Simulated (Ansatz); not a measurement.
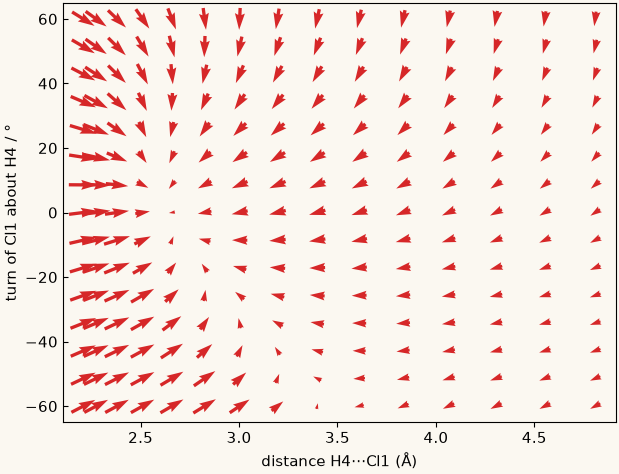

The pair Cl···H₃N, charge −1. The turn is about an axis along (−0.90, −0.42, −0.05) in the frame of the relaxed pair, normal to the line between the partners. Coordinates scanned: (1) distance H4···Cl1; (2) turn of Cl1 about H4. The grid has 15 × 15 points. Level of theory: Ansatz 0.2.0, RHF/def2-TZVPD.

The picture shows arrows along the force (downhill), their lengths compressed.

**The arrows alone are given. Where is the energy lowest?**

The arrows converge at about distance H4···Cl1 = 2.631 Å, turn of Cl1 about H4 = 0° (read from the interpolated surface).

The energy map of the same scan:

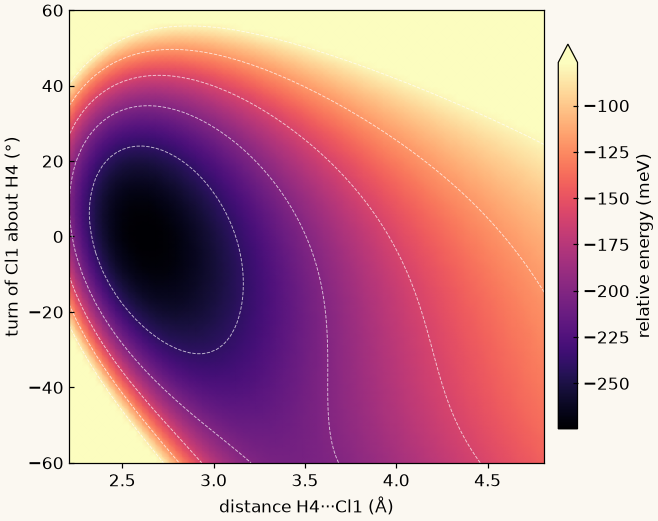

Energies are in meV, from the ion and the molecule far apart, frozen as in the relaxed pair, each in its own basis (no counterpoise correction); between grid points the surface is interpolated.
